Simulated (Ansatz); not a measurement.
# C₂H₅Al (built from SMILES C#C.[AlH3]): a short trajectory

Aim: follow the atoms for 60 steps of 0.5 fs with a Nosé-Hoover thermostat, with velocities drawn for 500 K, and see to which side of the barrier the system falls.

The runs use Ansatz 0.2.0, Gaussian basis; PBE0-D4/def2-SVP.

## Step 1: Starting geometry

The start, a first-order saddle point found at PBE0-D4 in triple zeta: 8 atoms, charge 0, spin multiplicity 1.

Atoms are counted from 1 here; the program's logs count them from 0.

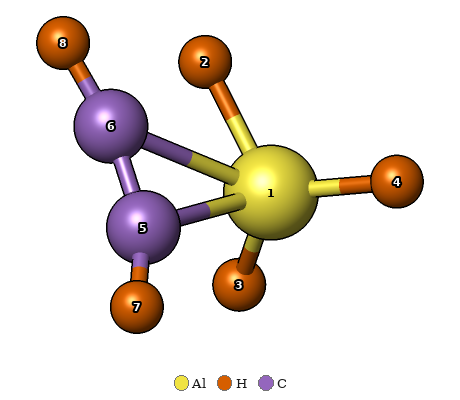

As it starts; aluminium yellow, hydrogen orange, carbon purple; atoms are numbered from 1 in the order of the file.

Geometry (Å):

```xyz
8
C2H5Al
Al   -0.79895   -0.59032   -0.44218
H    -0.46504   -1.00056    1.10981
H    -0.25374   -1.65650   -1.48324
H    -2.14859    0.23262   -0.57541
C     0.74141    0.87996   -0.28049
C     0.79285    0.38780    0.84955
H     1.06104    1.56628   -1.03834
H     1.07103    0.18082    1.86040
```

## Step 2: Dynamics

Input file md/in.yaml:

```yaml
crystal:
  periodic: [false, false, false]
  atoms:
    - {symbol: Al, position_ang: [-0.798952, -0.590320, -0.442178]}
    - {symbol: H, position_ang: [-0.465045, -1.000557, 1.109811]}
    - {symbol: H, position_ang: [-0.253737, -1.656502, -1.483240]}
    - {symbol: H, position_ang: [-2.148593, 0.232616, -0.575414]}
    - {symbol: C, position_ang: [0.741407, 0.879962, -0.280487]}
    - {symbol: C, position_ang: [0.792853, 0.387803, 0.849546]}
    - {symbol: H, position_ang: [1.061040, 1.566279, -1.038337]}
    - {symbol: H, position_ang: [1.071026, 0.180820, 1.860398]}
basis:
  gaussian: {orbitals: def2-SVP}
hamiltonian: {xc: pbe0, dispersion: d4}
md: {n_steps: 60, timestep: 0.5, temperature: 500, ensemble: nvt_nose_hoover, seed: 258, initial_velocities: maxwell_boltzmann}
```

Run with:

```bash
$ ansatz run in.yaml --threads 2 --pin off --events-out ev --progress --plain --max-ram 4352MiB
```

Before running it: what results should come out? Wanted: temperature at the start; mean temperature, second half; lowest and highest potential energy, from the first frame; largest change of potential + kinetic; bonds lost by distance.

**Answer**, as computed:

| quantity | value |
| --- | --- |
| length | 60 steps, 30.0 fs |
| temperature at the start | 500 K |
| mean temperature, second half | 1425 K |
| lowest and highest potential energy, from the first frame | -1299 and 163 meV |
| largest change of potential + kinetic | 36.0 meV |
| bonds lost by distance | Al1–H2 |

**Reading.** By the last frame it has moved towards the side where Al1–C5, H2–C6 form. The system runs downhill by 1.30 eV, and that energy turns into motion. The thermostat trades energy with the molecule, so the sum of potential and kinetic energy isn't conserved: it changes by -36 meV over the run. The mean temperature of the second half is still well above the 500 K set. The instant temperature ranges from 292 to 2161 K, as energy passes between motion and strain.
